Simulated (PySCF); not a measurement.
**C$_{8}$H$_{12}$O$_{2}$: density, localisation and related maps**

The calculation's input:

```
{"job": {"kind": "nmr", "xc": "PBE0", "basis": "pcSseg-1", "pop": false}, "charge": 0, "multiplicity": 1}
C     -2.933774     0.444721    -1.428983
C     -2.373848    -0.226440    -0.181169
C     -1.028950     0.370819     0.225518
C     -0.461282    -0.299627     1.473652
C      0.898563     0.288663     1.871087
C      1.899561     0.046582     0.865264
C      2.715564    -0.177170     0.007779
C      3.679094    -0.428571    -0.995618
O      3.434206    -0.985445    -2.110565
O      4.910378    -0.129848    -0.913111
H     -3.888792     0.004145    -1.704969
H     -3.083542     1.508402    -1.256494
H     -2.246823     0.327227    -2.263969
H     -2.250503    -1.295246    -0.369162
H     -3.084013    -0.114538     0.641866
H     -1.152333     1.440967     0.411407
H     -0.318939     0.256185    -0.596657
H     -1.154685    -0.169933     2.307532
H     -0.349924    -1.370585     1.292002
H      0.810339     1.369259     2.017601
H      1.241385    -0.153439     2.811036
H      4.738320    -0.706127    -2.104047
```

Run with:

```sh
OMP_NUM_THREADS=1 python ens_run.py task.json out
```

Geometry: GFN2-xTB; at this geometry the atoms fall into two loosely joined parts.

Theory: PBE0/pcSseg-1, SCF density, gas phase, non-relativistic (PySCF 2.14.0).

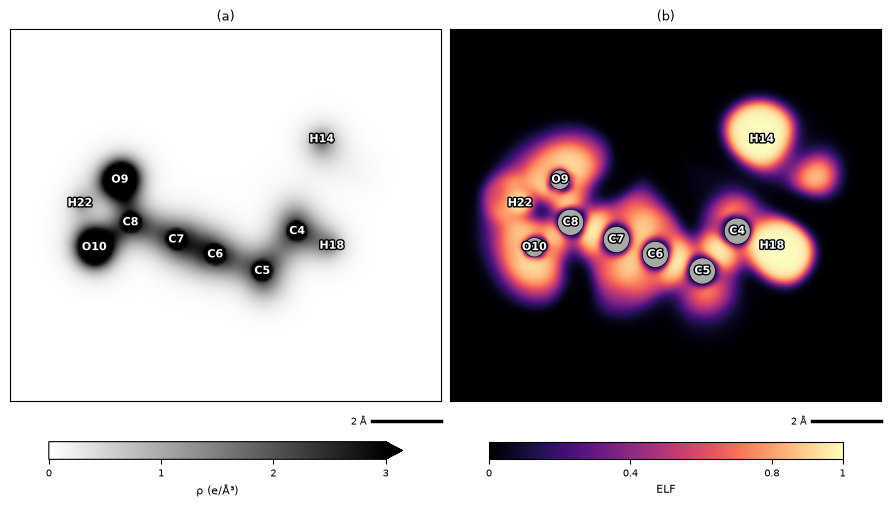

Figure 1. (a) electron density; (b) electron localisation function on the plane of atoms C7, C8 and O9. Grey discs cover the atomic cores in the ELF map.

Interpret the plot.

Answer. Atoms in the plane: C, O and H. C–C (1.20 Å): the density is about 2.7 e/Å³ at the midpoint; the ELF peaks at about 0.85 between the atoms; a short, multiple covalent bond. C–O (1.27 Å): ρ at the midpoint is about 2.9 e/Å³; the ELF peaks at about 0.85 between the atoms: a short, strongly polar bond. C–H (1.09 Å): ρ is about 2 e/Å³ halfway; the ELF climbs to about 1 towards the hydrogen, as it does in any bond to H: a covalent bond by its length. The ELF also peaks beside O10 and O9, away from the bonds: lone-pair regions.

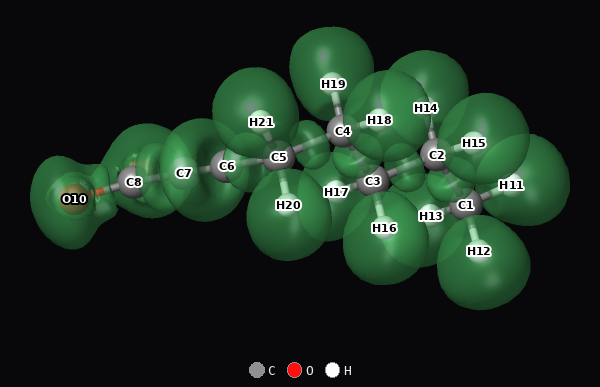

Figure 2. Isosurface of the ELF at 0.75 (green), seen from one side. Core shells and regions of very low density are left out.

What do the ELF domains correspond to?

Answer. At this value the surface marks out seven regions between bonded C–C atoms (shared pairs), eleven regions around hydrogen nuclei and one joined region spread over several atoms (H, O), in which their bonds and any lone pairs are merged.

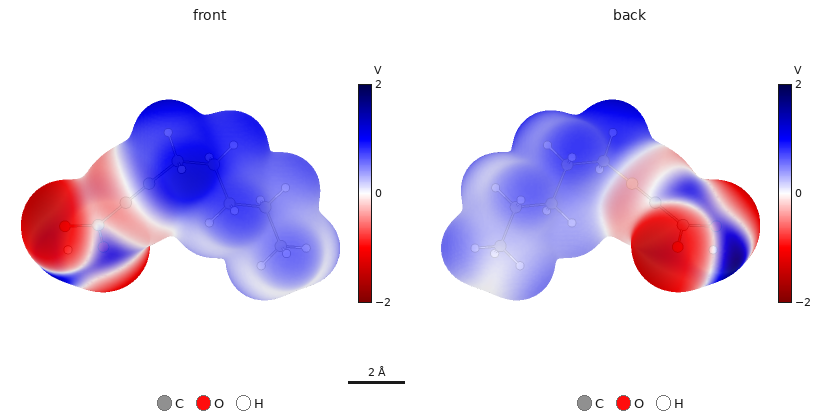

Figure 3. The molecular electrostatic potential painted on the density surface at 0.002 e/bohr³, seen from the front and from behind; the colour scale runs from red (negative) to blue (positive).

Where is the surface potential most negative and most positive?

Answer. The most negative region (about −1.5 V) lies over O9 and O10, the most positive (about +1.5 V) over H22.

How polar is the molecule by this calculation?

Answer. Its dipole moment is 3.59 D.
